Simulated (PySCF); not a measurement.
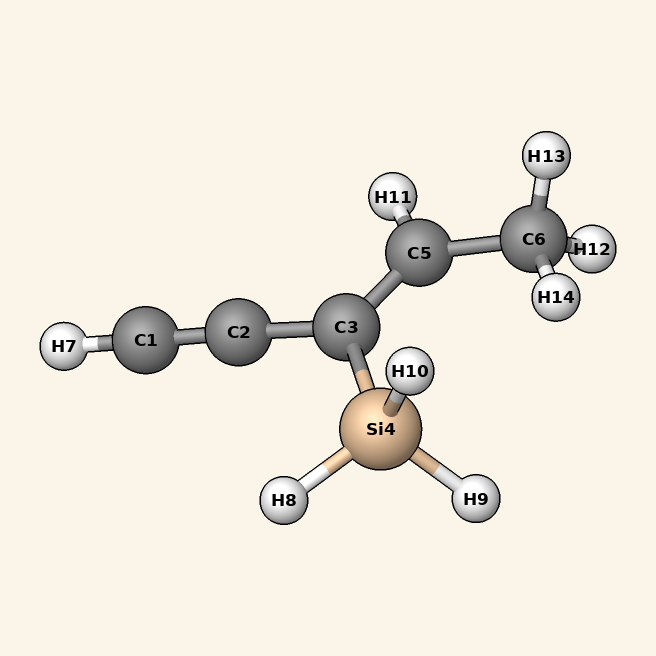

Every bond is drawn as one stick. Computed geometry: PBE0-D3(BJ)/def2-SVP optimisation. No frequency run is at hand to confirm it as a minimum. Computed with PBE0/STO-3G (PySCF 2.14.0).

List the Mayer bond orders of C1–C2, C1–H7, C2–C3, C3–Si4, C3–C5, Si4–H8, Si4–H9, Si4–H10, C5–C6, C5–H11, C6–H12, C6–H13, C6–H14. Atoms whose distances differ by more than 0.02 Å in this geometry are listed apart.

| bond | Mayer order | length (Å) |
| --- | --- | --- |
| C1–C2 | 2.82 | 1.215 |
| C1–H7 | 0.98 | 1.074 |
| C2–C3 | 1.13 | 1.425 |
| C3–Si4 | 0.87 | 1.895 |
| C3–C5 | 1.81 | 1.352 |
| Si4–H8 | 0.93 | 1.490 |
| Si4–H9 | 0.93 | 1.496 |
| Si4–H10 | 0.93 | 1.496 |
| C5–C6 | 1.03 | 1.487 |
| C5–H11 | 0.95 | 1.098 |
| C6–H12 | 0.96 | 1.103 |
| C6–H13 | 0.96 | 1.103 |
| C6–H14 | 0.97 | 1.100 |
